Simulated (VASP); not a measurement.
Band structure of Si (space group Cmcm). Calculation: r2SCAN meta-GGA, VASP's PBE PAW potentials (set 64) (plane waves; VASP).

The path is coarsely sampled, so an indirect gap can come out somewhat too large.

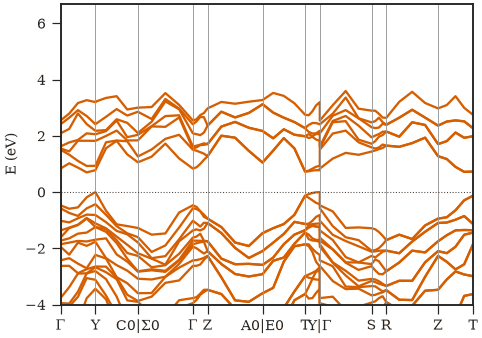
Bands along high-symmetry lines, zero at the valence-band maximum or, without a gap, the Fermi level

### Question
Read the plot: is there a gap, and where are the band edges?

### Answer
The gap is indirect, 0.70 eV, from the valence maximum at Y to the conduction minimum at Γ-Y at 0.75.

The structure comes from a computed database's Si entry (Cmcm); how it stands against other phases isn't given here. It was relaxed first.
